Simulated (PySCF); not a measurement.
# CoH₆S₆ (-2): ligand-field states

Wanted: ligand-field states for CoH₆S₆ (-2).

Computed with PySCF 2.14.0 and routines of our own; the level stands in each step. Atoms count from 0.

### Step 1. The starting structure

13 atoms, charge -2, states of the metal's open shell are computed; geometry from: model geometry, bond lengths from ionic radii.

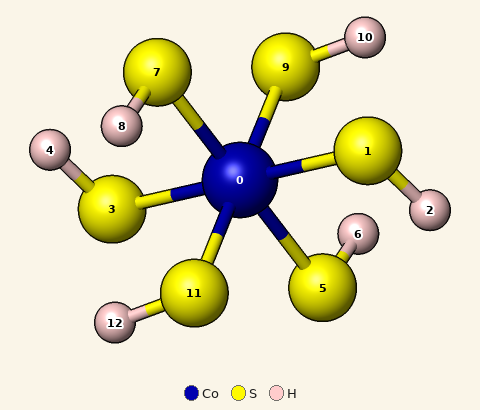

The starting geometry (cobalt blue, sulfur yellow, hydrogen pink); sticks join atoms by distance alone.

### Step 2. Ligand-field states: state-averaged CASSCF in water

The job: settings as JSON, then the geometry in Å.

```
{"job": {"kind": "lf", "basis": {"metal": "x2c-TZVPall", "ligand": "x2c-SVPall"}, "nevpt": true, "solvent": "water"}, "charge": -2, "metal": "Co", "open_shell": "d5"}
Co     0.000000     0.000000     0.000000
S      0.000000     0.000000     2.270000
H      1.320000     0.000000     2.520000
S      0.000000     0.000000    -2.270000
H     -1.320000     0.000000    -2.520000
S      2.270000     0.000000     0.000000
H      2.520000     1.320000     0.000000
S     -2.270000     0.000000     0.000000
H     -2.520000    -1.320000     0.000000
S      0.000000     2.270000     0.000000
H      0.000000     2.520000     1.320000
S     -0.000000    -2.270000     0.000000
H     -0.000000    -2.520000    -1.320000
```

Level: state-averaged CASSCF of the metal d shell, SC-NEVPT2 on the averaged canonical orbitals, state-interaction spin-orbit coupling.

On the command line:

```
OMP_NUM_THREADS=1 python lf_run.py task.json out
```

The driver reads the jobs from task.json and runs them one after another.

The program printed:

```text
basis functions 186, electrons 131, active (5e, 5o)
stage 1: DIIS on the effective Fock matrix, level shift 0.30
cycle   1  E = -3774.7085981727  dE = -3.775e+03  max|g| = 4.274e+00
cycle   2  E = -3781.2279178375  dE = -6.519e+00  max|g| = 2.321e+00
cycle   3  E = -3782.6436598242  dE = -1.416e+00  max|g| = 2.243e+00
cycle   4  E = -3784.9852722503  dE = -2.342e+00  max|g| = 6.189e-01
cycle   5  E = -3785.2702278698  dE = -2.850e-01  max|g| = 2.815e-01
cycle   6  E = -3784.4598227698  dE =  8.104e-01  max|g| = 7.879e-01
cycle   7  E = -3785.3919442264  dE = -9.321e-01  max|g| = 3.046e-01
cycle   8  E = -3785.2049671181  dE =  1.870e-01  max|g| = 3.659e-01
cycle   9  E = -3785.2908388651  dE = -8.587e-02  max|g| = 2.697e-01
cycle  10  E = -3785.1095968242  dE =  1.812e-01  max|g| = 4.828e-01
cycle  11  E = -3784.8560867197  dE =  2.535e-01  max|g| = 7.782e-01
cycle  12  E = -3784.1622460169  dE =  6.938e-01  max|g| = 9.467e-01
cycle  13  E = -3783.2552834891  dE =  9.070e-01  max|g| = 1.186e+00
cycle  14  E = -3782.6100933217  dE =  6.452e-01  max|g| = 1.476e+00
cycle  15  E = -3782.4807686753  dE =  1.293e-01  max|g| = 1.738e+00
stage 2: quasi-Newton rotations from the point of smallest gradient
cycle  17  E = -3785.5053452701  dE = -2.145e-01  max|g| = 3.171e-01
cycle  18  E = -3785.7862269096  dE = -2.809e-01  max|g| = 2.859e-01
cycle  20  E = -3785.9662458233  dE = -1.800e-01  max|g| = 2.097e-01
cycle  21  E = -3785.9904509951  dE = -2.421e-02  max|g| = 2.805e-01
cycle  22  E = -3786.0501706780  dE = -5.972e-02  max|g| = 1.881e-01
cycle  23  E = -3786.0829185903  dE = -3.275e-02  max|g| = 3.719e-02
cycle  24  E = -3786.0881545402  dE = -5.236e-03  max|g| = 3.875e-02
cycle  25  E = -3786.0898548065  dE = -1.700e-03  max|g| = 1.373e-02
cycle  26  E = -3786.0903143643  dE = -4.596e-04  max|g| = 5.650e-03
cycle  27  E = -3786.0904443539  dE = -1.300e-04  max|g| = 4.524e-03
cycle  28  E = -3786.0904724355  dE = -2.808e-05  max|g| = 9.801e-04
cycle  29  E = -3786.0904754237  dE = -2.988e-06  max|g| = 5.607e-04
cycle  30  E = -3786.0904764346  dE = -1.011e-06  max|g| = 1.816e-04
cycle  31  E = -3786.0904766172  dE = -1.827e-07  max|g| = 1.328e-04
cycle  32  E = -3786.0904766667  dE = -4.953e-08  max|g| = 7.643e-05
cycle  33  E = -3786.0904766849  dE = -1.814e-08  max|g| = 2.980e-05
cycle  34  E = -3786.0904766885  dE = -3.603e-09  max|g| = 1.287e-05
cycle  35  E = -3786.0904766889  dE = -3.870e-10  max|g| = 7.799e-06
converged average energy = -3786.0904766889

 mult deg   label        CASSCF/cm-1   NEVPT2/cm-1
   2   2   2Eg                 0.0           0.0
   2   1   2Ag              -130.6       14121.5
   4   2   4Eg            -25302.0       30113.6
   4   1   4Ag            -25411.7       30243.1
   2   1   2Ag            -11820.4       30425.2
   2   2   2Eg            -11537.0       31927.5
   4   2   4Eg            -19945.2       35244.7
   4   1   4Ag            -20191.6       35575.9
   2   2   2Eg            -10011.9       37921.4
   2   2   2Eg            -17159.0       38468.6
   2   1   2Ag            -17265.0       38566.3
   2   1   2Ag            -10084.6       44155.7
   2   1   2Ag            -11621.9       44404.7
   2   1   2Ag              -214.2       49441.6
   2   2   2Eg             -7764.5       50880.9
   2   2   2Eg             -5210.5       53922.7
   2   1   2Ag             -5029.8       53923.1
   6   1   6Ag            -35774.5       60415.3
   4   2   4Eg            -17473.3       72267.4
   4   1   4Ag            -19045.8       72458.2
   2   1   2Ag            -10162.9       75195.3
   4   1   4Ag             -8439.2       76148.8
   2   2   2Eg             -1859.6       80610.5
   2   2   2Eg             24337.3       82526.0
   2   1   2Ag              7437.6       83019.4
   2   2   2Eg              4317.0       84138.0
   2   1   2Ag              4447.7       84330.2
   4   2   4Eg             -7081.7       84363.9
   4   1   4Ag             -6980.3       84395.5
   4   2   4Eg             -7344.0       84854.1
   2   2   2Eg              2351.4       87274.8
   2   1   2Ag              -874.7       88060.9
   2   2   2Eg              -857.1       88141.3
   2   2   2Eg              4055.5       90252.8
   2   1   2Ag              4061.8       90840.4
   2   1   2Ag              4658.4       90874.4
   2   1   2Ag              4976.7       91170.1
   2   2   2Eg              4971.7       91194.4
   2   2   2Eg             11557.0       92657.5
   4   1   4Ag              6347.6       95331.2
   4   2   4Eg              6774.6       95691.0
   2   2   2Eg             72974.2       96469.6
   4   1   4Ag             31636.4       97524.5
   4   2   4Eg             31676.1       98223.9
   4   1   4Ag             26393.8       98603.4
   2   2   2Eg            101633.9       98635.5
   2   2   2Eg             42638.7       98691.4
   4   2   4Eg             26222.8       98845.7
   2   1   2Ag             42445.5       98998.4
   2   1   2Ag             17073.2      100102.7
   2   2   2Eg             17468.7      100567.1
   2   2   2Eg             18515.0      101225.6
   2   1   2Ag             18716.8      101400.4
   2   1   2Ag             34986.0      101715.0
   2   2   2Eg             34970.7      101793.9
   2   1   2Ag             32197.6      103495.1
   2   1   2Ag             46237.1      103552.7
   2   2   2Eg             46416.8      103692.4
   2   2   2Eg             32672.5      104121.2
   2   2   2Eg             53856.3      104424.7

spin-orbit levels / cm-1
      0.00  x2  2Eg 1.00
    245.42  x2  2Eg 1.00
  14241.95  x2  2Ag 1.00
  30059.71  x2  4Eg 0.68 4Ag 0.20 2Ag 0.10
  30077.81  x2  4Eg 0.70 4Ag 0.19 2Ag 0.10
  30126.58  x2  4Eg 0.84 4Ag 0.15
  30288.35  x2  4Eg 0.95
  30377.43  x2  4Ag 0.84 4Eg 0.15
  30442.75  x2  4Eg 0.62 4Ag 0.35 2Ag 0.03
  30683.51  x2  2Ag 0.73 4Ag 0.24 4Eg 0.03
  32039.12  x2  2Eg 0.98
  32085.77  x2  2Eg 0.99
  35314.17  x2  4Eg 1.00
  35342.00  x2  4Eg 0.99
  35375.61  x2  4Eg 0.98
  35424.21  x2  4Eg 0.98
  35687.03  x2  4Ag 0.98
  35696.30  x2  4Ag 0.96
  38013.52  x2  2Eg 0.98
  38190.97  x2  2Eg 0.97
  38499.81  x2  2Eg 0.99
  38572.18  x2  2Eg 0.50 2Ag 0.50
  38835.82  x2  2Ag 0.50 2Eg 0.50
  44286.62  x2  2Ag 0.94 2Ag 0.05
  44565.26  x2  2Ag 0.94 2Ag 0.05
  49567.36  x2  2Ag 0.99
  51012.26  x2  2Eg 1.00
  51028.64  x2  2Eg 1.00
  53982.46  x2  2Ag 0.64 2Eg 0.36
  53997.71  x2  2Eg 1.00
```

Wall time 35 s (1 thread of Arm Neoverse V1, shared host); peak memory 0.52 GiB.

Warnings kept with the result: an active orbital is not mainly the metal shell.

An active orbital is only 50 % metal, under the run's own bar for a metal shell, so levels, ζ, ground spin and magnetism of this run may not be those of the metal's shell and are not read here.

### Step 3. Ligand-field states: state-averaged CASSCF (bond length × 0.92) in water

The job: settings as JSON, then the geometry in Å.

```
{"job": {"kind": "lf", "basis": {"metal": "x2c-TZVPall", "ligand": "x2c-SVPall"}, "nevpt": true, "solvent": "water", "reuse": true}, "charge": -2, "metal": "Co", "open_shell": "d5"}
Co     0.000000     0.000000     0.000000
S      0.000000     0.000000     2.088400
H      1.320000     0.000000     2.338400
S      0.000000     0.000000    -2.088400
H     -1.320000     0.000000    -2.338400
S      2.088400     0.000000     0.000000
H      2.338400     1.320000     0.000000
S     -2.088400     0.000000     0.000000
H     -2.338400    -1.320000     0.000000
S      0.000000     2.088400     0.000000
H      0.000000     2.338400     1.320000
S     -0.000000    -2.088400     0.000000
H     -0.000000    -2.338400    -1.320000
```

Method: state-averaged CASSCF of the metal d shell, SC-NEVPT2 on the averaged canonical orbitals, state-interaction spin-orbit coupling.

The program printed:

```text
basis functions 186, electrons 131, active (5e, 5o)
start from the orbitals of the previous structure
stage 1: DIIS on the effective Fock matrix, level shift 0.30
cycle   1  E = -3774.4249134708  dE = -3.774e+03  max|g| = 5.658e+00
cycle   2  E = -3784.0600811019  dE = -9.635e+00  max|g| = 6.382e-01
cycle   3  E = -3784.8317391267  dE = -7.717e-01  max|g| = 6.018e-01
cycle   4  E = -3785.5084522003  dE = -6.767e-01  max|g| = 7.729e-01
cycle   5  E = -3785.8353648153  dE = -3.269e-01  max|g| = 1.579e-01
cycle   6  E = -3785.8680426542  dE = -3.268e-02  max|g| = 1.512e-01
cycle   7  E = -3785.8918665566  dE = -2.382e-02  max|g| = 3.080e-02
cycle   8  E = -3785.9004162020  dE = -8.550e-03  max|g| = 1.897e-02
cycle   9  E = -3785.9009772637  dE = -5.611e-04  max|g| = 4.898e-02
cycle  10  E = -3785.9033710643  dE = -2.394e-03  max|g| = 2.472e-02
cycle  11  E = -3785.9025662136  dE =  8.049e-04  max|g| = 4.072e-02
cycle  12  E = -3785.8363609937  dE =  6.621e-02  max|g| = 2.641e-01
cycle  13  E = -3785.5425397441  dE =  2.938e-01  max|g| = 5.361e-01
cycle  14  E = -3784.7944840471  dE =  7.481e-01  max|g| = 1.026e+00
cycle  15  E = -3784.1831569270  dE =  6.113e-01  max|g| = 1.313e+00
stage 2: quasi-Newton rotations from the point of smallest gradient
cycle  17  E = -3785.9004390351  dE = -2.283e-05  max|g| = 5.453e-02
cycle  18  E = -3785.9043797751  dE = -3.941e-03  max|g| = 8.154e-03
cycle  19  E = -3785.9048667860  dE = -4.870e-04  max|g| = 3.486e-03
cycle  20  E = -3785.9049914733  dE = -1.247e-04  max|g| = 2.047e-03
cycle  21  E = -3785.9050064704  dE = -1.500e-05  max|g| = 5.395e-04
cycle  22  E = -3785.9050087275  dE = -2.257e-06  max|g| = 1.944e-04
cycle  23  E = -3785.9050090626  dE = -3.352e-07  max|g| = 1.122e-04
cycle  24  E = -3785.9050092083  dE = -1.456e-07  max|g| = 4.330e-05
cycle  25  E = -3785.9050092356  dE = -2.734e-08  max|g| = 2.783e-05
cycle  26  E = -3785.9050092420  dE = -6.377e-09  max|g| = 7.752e-06
converged average energy = -3785.9050092420

 mult deg   label        CASSCF/cm-1   NEVPT2/cm-1
   2   2   2Eg                 0.0           0.0
   2   1   2Ag              -690.7        2105.4
   4   2   4Eg              3518.1       45394.4
   4   1   4Ag              3325.6       45796.0
   4   2   4Eg              9381.9       49335.8
   4   1   4Ag              9037.4       49728.3
   2   2   2Eg             11834.6       53483.3
   2   1   2Ag             11675.5       53710.4
   2   1   2Ag             15730.9       57312.0
   2   1   2Ag             16739.1       58370.8
   2   2   2Eg             16697.2       58895.7
   2   1   2Ag             22066.9       60331.9
   2   2   2Eg             22265.3       60587.1
   2   2   2Eg             19882.3       60710.5
   2   1   2Ag             23452.7       63754.0
   2   2   2Eg             23245.6       63889.6
   2   2   2Eg            128972.1       66371.9
   2   1   2Ag            128984.2       67866.9
   2   1   2Ag             28849.5       68494.1
   6   1   6Ag              7405.7       73734.2
   2   2   2Eg             33720.2       83000.9
   4   2   4Eg             25994.5       87241.8
   4   1   4Ag             24314.4       87274.9
   4   1   4Ag             35674.3       91703.8
   2   1   2Ag             33380.0       93632.5
   4   2   4Eg             32556.7       94965.8
   4   2   4Eg             33149.8       95577.4
   4   1   4Ag             33298.1       95728.3
   2   1   2Ag             39250.5       99970.8
   2   2   2Eg             41380.0      100050.0
   2   2   2Eg             39278.3      100062.7
   2   2   2Eg             43594.5      102546.4
   2   1   2Ag             43656.5      102704.0
   2   2   2Eg             49638.2      102733.2
   2   1   2Ag             44488.2      102900.5
   2   1   2Ag             46146.9      102926.9
   2   2   2Eg             43972.8      103425.9
   2   1   2Ag             44071.1      103489.4
   2   1   2Ag             45654.8      103595.3
   2   2   2Eg             45729.5      103636.6
   4   1   4Ag             44402.8      103790.8
   4   2   4Eg             44898.7      104210.2
   2   2   2Eg             55914.3      105318.4
   2   1   2Ag             54532.6      111354.6
   2   2   2Eg             54938.7      111652.9
   2   2   2Eg             56866.4      111950.5
   2   1   2Ag             57096.1      112180.6
   2   2   2Eg             66810.0      117569.0
   2   1   2Ag             67279.8      117770.0
   2   1   2Ag             70653.7      119453.2
   2   2   2Eg             71173.1      119899.8
   4   1   4Ag             67047.4      122859.6
   4   2   4Eg             67064.3      123082.5
   4   1   4Ag             72752.1      125191.0
   4   2   4Eg             72959.4      125462.8
   2   1   2Ag             75684.5      127756.9
   2   2   2Eg             75774.1      127830.8
   2   2   2Eg             85686.4      130232.9
   2   1   2Ag             85395.4      130310.8
   2   2   2Eg             82578.7      130361.1

spin-orbit levels / cm-1
      0.00  x2  2Eg 0.98
    585.44  x2  2Eg 1.00
   2482.16  x2  2Ag 0.98
  45587.67  x2  4Eg 0.99
  45646.11  x2  4Eg 0.96 4Ag 0.03
  45715.92  x2  4Eg 0.94 4Ag 0.06
  45805.29  x2  4Eg 0.97 4Ag 0.03
  46110.47  x2  4Ag 0.96 4Eg 0.03
  46144.97  x2  4Ag 0.91 4Eg 0.09
  49595.08  x2  4Eg 1.00
  49635.02  x2  4Eg 0.97
  49670.13  x2  4Eg 0.94 4Ag 0.05
  49721.56  x2  4Eg 0.98
  50068.61  x2  4Ag 0.98
  50076.54  x2  4Ag 0.93 4Eg 0.07
  53689.76  x2  2Eg 1.00
  53810.83  x2  2Eg 0.69 2Ag 0.31
  54119.14  x2  2Ag 0.69 2Eg 0.31
  57636.11  x2  2Ag 0.99
  58692.73  x2  2Ag 0.96
  59177.14  x2  2Eg 0.96
  59288.79  x2  2Eg 0.99
  60579.36  x2  2Ag 0.85 2Eg 0.14
  60774.85  x2  2Eg 0.98
  61046.98  x2  2Eg 0.99
  61053.28  x2  2Eg 0.98
  61125.23  x2  2Eg 0.85 2Ag 0.13
  64075.58  x2  2Ag 0.93 2Eg 0.07
  64195.10  x2  2Eg 1.00
  64267.01  x2  2Eg 0.93 2Ag 0.07
```

It took 25 s on 1 thread of Arm Neoverse V1, shared host; peak memory 0.55 GiB.

Warnings kept with the result: an active orbital is not mainly the metal shell.

An active orbital is only 54 % metal, under the run's own bar for a metal shell, so levels, ζ, ground spin and magnetism of this run may not be those of the metal's shell and are not read here.

### Step 4. Ligand-field states: state-averaged CASSCF (bond length × 0.95) in water

The job: settings as JSON, then the geometry in Å.

```
{"job": {"kind": "lf", "basis": {"metal": "x2c-TZVPall", "ligand": "x2c-SVPall"}, "nevpt": true, "solvent": "water", "reuse": true}, "charge": -2, "metal": "Co", "open_shell": "d5"}
Co     0.000000     0.000000     0.000000
S      0.000000     0.000000     2.156500
H      1.320000     0.000000     2.406500
S      0.000000     0.000000    -2.156500
H     -1.320000     0.000000    -2.406500
S      2.156500     0.000000     0.000000
H      2.406500     1.320000     0.000000
S     -2.156500     0.000000     0.000000
H     -2.406500    -1.320000     0.000000
S      0.000000     2.156500     0.000000
H      0.000000     2.406500     1.320000
S     -0.000000    -2.156500     0.000000
H     -0.000000    -2.406500    -1.320000
```

With the program's defaults for keys left out, this is: state-averaged CASSCF of the metal d shell, SC-NEVPT2 on the averaged canonical orbitals, state-interaction spin-orbit coupling.

The program printed:

```text
basis functions 186, electrons 131, active (5e, 5o)
start from the orbitals of the previous structure
stage 1: DIIS on the effective Fock matrix, level shift 0.30
cycle   1  E = -3782.9993786626  dE = -3.783e+03  max|g| = 2.637e+00
cycle   2  E = -3785.8308715205  dE = -2.831e+00  max|g| = 4.305e-01
cycle   3  E = -3785.1796751446  dE =  6.512e-01  max|g| = 2.565e-01
cycle   4  E = -3785.6172364702  dE = -4.376e-01  max|g| = 5.228e-01
cycle   5  E = -3785.6261248667  dE = -8.888e-03  max|g| = 3.494e-01
cycle   6  E = -3785.2652241355  dE =  3.609e-01  max|g| = 6.697e-01
cycle   7  E = -3783.6310461456  dE =  1.634e+00  max|g| = 1.429e+00
cycle   8  E = -3782.9243299075  dE =  7.067e-01  max|g| = 1.776e+00
cycle   9  E = -3782.7720444112  dE =  1.523e-01  max|g| = 1.882e+00
cycle  10  E = -3782.7778957215  dE = -5.851e-03  max|g| = 1.892e+00
...
cycle  32  E = -3785.9940613073  dE = -2.048e-02  max|g| = 2.272e-02
cycle  33  E = -3785.9960406993  dE = -1.979e-03  max|g| = 9.197e-03
cycle  34  E = -3785.9969651776  dE = -9.245e-04  max|g| = 1.027e-02
cycle  35  E = -3785.9971816809  dE = -2.165e-04  max|g| = 2.302e-03
cycle  36  E = -3785.9972100146  dE = -2.833e-05  max|g| = 8.462e-04
cycle  37  E = -3785.9972165726  dE = -6.558e-06  max|g| = 9.131e-04
cycle  38  E = -3785.9972182299  dE = -1.657e-06  max|g| = 2.608e-04
cycle  39  E = -3785.9972185978  dE = -3.679e-07  max|g| = 6.606e-05
cycle  40  E = -3785.9972186583  dE = -6.056e-08  max|g| = 4.417e-05
cycle  41  E = -3785.9972186698  dE = -1.146e-08  max|g| = 1.703e-05
cycle  42  E = -3785.9972186712  dE = -1.403e-09  max|g| = 3.377e-06
converged average energy = -3785.9972186712

 mult deg   label        CASSCF/cm-1   NEVPT2/cm-1
   2   2   2Eg                 0.0           0.0
   2   1   2Ag               186.8       26472.5
   2   2   2Eg           -119845.1      481369.6
   2   1   2Ag           -120436.4      483663.7
   4   2   4Eg           -124842.7      528750.6
   4   1   4Ag           -125001.3      529035.0
   4   2   4Eg           -119099.6      533037.7
   4   1   4Ag           -119402.2      533271.4
   2   1   2Ag           -116555.7      536672.5
   2   2   2Eg           -116432.5      536945.9
   2   1   2Ag           -105341.1      540671.1
   2   1   2Ag           -111958.2      541505.2
   2   2   2Eg           -105197.8      541676.6
   2   1   2Ag           -110861.4      542544.5
   2   2   2Eg           -110876.5      542978.5
   2   2   2Eg           -107766.1      545391.8
   2   2   2Eg           -104569.0      548019.6
   2   1   2Ag           -104383.9      548530.6
   6   1   6Ag           -126616.7      557644.6
   2   1   2Ag            -98422.9      558580.0
   4   2   4Eg           -107866.8      570812.8
   4   1   4Ag           -109465.4      571094.1
   2   2   2Eg            -96419.7      572732.4
   2   1   2Ag           -100934.2      573187.4
   4   1   4Ag            -98377.2      575099.0
   4   2   4Eg            -99855.9      580542.7
   4   2   4Eg            -99493.1      580790.4
   4   1   4Ag            -99368.8      580911.0
   2   2   2Eg            -90598.9      584761.5
   2   1   2Ag            -93310.6      585072.8
   2   2   2Eg            -93286.6      585146.6
   2   2   2Eg            -73972.0      586498.8
   2   1   2Ag            -85951.9      587158.3
   2   2   2Eg            -88674.6      587882.1
   2   1   2Ag            -88627.8      587978.0
   2   1   2Ag            -87783.0      588039.6
   2   2   2Eg            -88377.3      588350.8
   2   2   2Eg            -81597.3      588390.0
   2   1   2Ag            -88260.2      588439.4
   2   1   2Ag            -87064.4      588570.0
   2   2   2Eg            -86995.4      588588.0
   4   1   4Ag            -87245.9      590108.7
   4   2   4Eg            -86785.9      590507.1
   2   1   2Ag            -76806.2      597093.0
   2   2   2Eg            -76402.6      597452.9
   2   2   2Eg            -74854.3      597743.3
   2   1   2Ag            -74623.6      597997.5
   2   2   2Eg            -65614.6      602666.9
   2   1   2Ag            -65155.3      602877.2
   4   1   4Ag            -66178.3      603955.8
   4   2   4Eg            -66247.0      604134.7
   2   1   2Ag            -61123.7      604272.4
   2   2   2Eg            -60627.3      604748.8
   4   1   4Ag            -60604.2      605340.2
   4   2   4Eg            -60473.6      605641.2
   2   1   2Ag            -57362.3      608313.3
   2   2   2Eg            -57322.3      608343.5
   2   2   2Eg            -49973.0      609858.9
   2   1   2Ag            -50242.1      609890.7
   2   2   2Eg            -46837.6      610355.3

spin-orbit levels / cm-1
      0.00  x2  2Eg 1.00
    389.87  x2  2Eg 1.00
  26671.16  x2  2Ag 1.00
 481237.67  x2  2Eg 0.98
 481818.64  x2  2Eg 1.00
 483903.11  x2  2Ag 0.98
 528806.28  x2  4Eg 0.99
 528860.21  x2  4Eg 0.94 4Ag 0.06
 528925.21  x2  4Eg 0.88 4Ag 0.12
 529021.49  x2  4Eg 0.94 4Ag 0.05
 529219.28  x2  4Ag 0.94 4Eg 0.06
 529266.02  x2  4Ag 0.83 4Eg 0.17
 533162.90  x2  4Eg 0.99
 533198.03  x2  4Eg 0.96 4Ag 0.04
 533225.91  x2  4Eg 0.88 4Ag 0.11
 533280.19  x2  4Eg 0.97
 533477.48  x2  4Ag 0.96 4Eg 0.04
 533493.90  x2  4Ag 0.85 4Eg 0.14
 536803.50  x2  2Ag 0.89 2Eg 0.10
 537021.29  x2  2Eg 1.00
 537278.94  x2  2Eg 0.89 2Ag 0.10
 540822.53  x2  2Ag 0.97
 541684.70  x2  2Ag 0.94 2Eg 0.05
 541732.87  x2  2Eg 0.99
 542003.47  x2  2Eg 0.89 2Ag 0.06
 542750.91  x2  2Ag 0.92 2Eg 0.04 2Eg 0.03
 543146.30  x2  2Eg 0.94 2Ag 0.05
 543260.17  x2  2Eg 0.99
 545589.20  x2  2Eg 1.00
 545596.48  x2  2Eg 1.00
```

Run time: 33 s. Hardware: 1 thread of Arm Neoverse V1, shared host; peak memory 0.56 GiB.

Warnings kept with the result: an active orbital is not mainly the metal shell.

An active orbital is only 53 % metal, under the run's own bar for a metal shell, so levels, ζ, ground spin and magnetism of this run may not be those of the metal's shell and are not read here.

(Part 1 of 3 ends here.)
